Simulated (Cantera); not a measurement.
Charge: 1 mol CsCl, 45 mol H₂, 2.1 mol N₂, at 0.100 bar.

Method: chemical equilibrium by Gibbs-energy minimisation in Cantera with the NASA 1993 tables (ideal gas, pure condensed phases). Candidate condensed phases: Cs, CsCl, NH₄Cl; 16 gas species. The numbers say what is thermodynamically allowed, not how fast it happens.

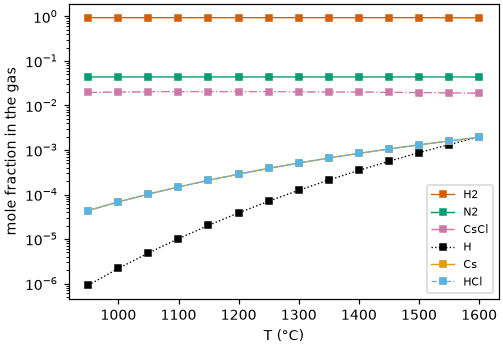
Fig. 1. Equilibrium gas composition (values under 1e-9 drawn at 1e-9)

**Question.** Read off the mole fractions at 1350 °C.

**Answer.** H₂ about 0.93, N₂ about 0.044, CsCl about 0.020, Cs about 0.00066, HCl about 0.00066, H about 0.00021.
